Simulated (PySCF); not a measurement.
# C5H10BFO (SMILES C=C(F)OBCCC): what the fields show

```xyz
18

C     3.5231    0.1460    0.6379
C     2.6856    0.3611   -0.3622
F     3.1694    0.6345   -1.5976
O     1.3631    0.3220   -0.2758
B     0.4457    0.6649   -1.2043
C    -1.0765    0.4595   -0.8183
C    -1.3352   -0.0627    0.5969
C    -2.8175   -0.3078    0.8522
H     3.1498   -0.0709    1.6190
H     4.5831    0.1876    0.4807
H     0.7557    1.0943   -2.2569
H    -1.5271   -0.2333   -1.5361
H    -1.6188    1.3994   -0.9556
H    -0.9552    0.6598    1.3214
H    -0.7832   -0.9928    0.7424
H    -3.2059   -1.0506    0.1584
H    -3.3854    0.6108    0.7208
H    -2.9794   -0.6687    1.8656
```

Geometry: GFN2-xTB.

Level of theory: PySCF 2.14.0, PBE0/pcSseg-1, SCF density, gas phase, non-relativistic.

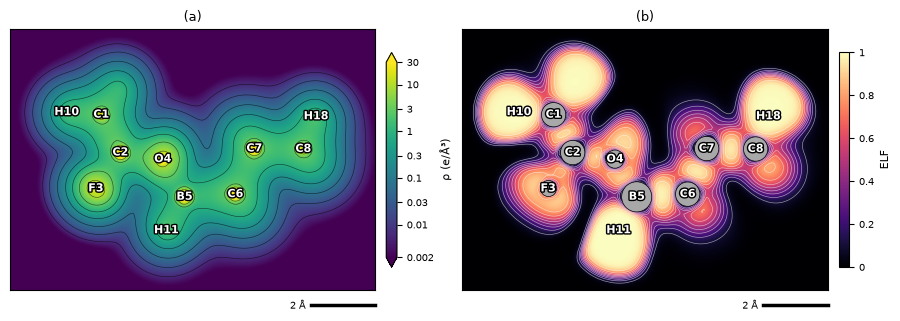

Figure 1. (a) electron density; (b) electron localisation function on the plane of atoms C2, O4 and B5. Grey discs cover the atomic cores in the ELF map.

### Interpret the plot.

Atoms in the plane: C, F, O, B and H.
C–C (1.32 Å): the density is about 2.3 e/Å³ at the midpoint; the ELF peaks at about 0.90 between the atoms: a short, multiple covalent bond.
C–O (1.33 Å): ρ at the midpoint is about 2.5 e/Å³; the ELF peaks at about 0.90 between the atoms; a polar covalent bond.
B–O (1.35 Å): ρ at the midpoint is about 2.1 e/Å³; the ELF peaks at about 0.90 between the atoms: a short, strongly polar bond.
C–F (1.35 Å): the density is about 2.2 e/Å³ at the midpoint, with its minimum of 1.8 e/Å³ about 0.5 Å from C; the ELF peaks at about 0.85 between the atoms; a shared but strongly polarised pair.
C–B (1.58 Å): ρ at the midpoint is about 1.4 e/Å³; the ELF peaks at about 1 between the atoms (a shared electron pair).
The ELF also peaks beside F3 and O4, away from the bonds: lone-pair regions.

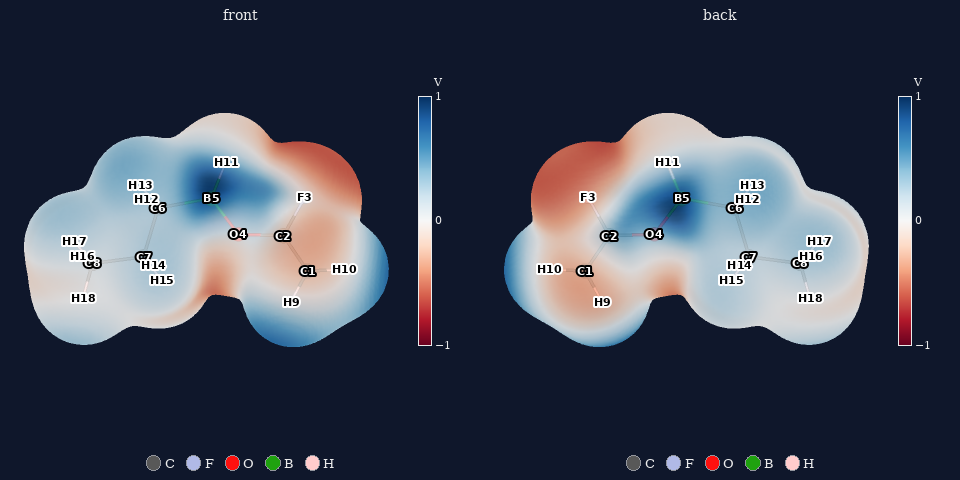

Figure 2. The electrostatic potential painted on the density surface at 0.001 e/bohr³, seen from the front and from behind; the colour scale runs from red (negative) to blue (positive).

### Which sites attract a positive test charge, and which a negative one?

A positive charge is drawn to the negative regions and a negative charge to the positive ones. The most negative region (about −0.6 V) lies over F3, the most positive (about +0.9 V) over B5.

### How polar is the molecule by this calculation?

Its dipole moment is 0.78 D.
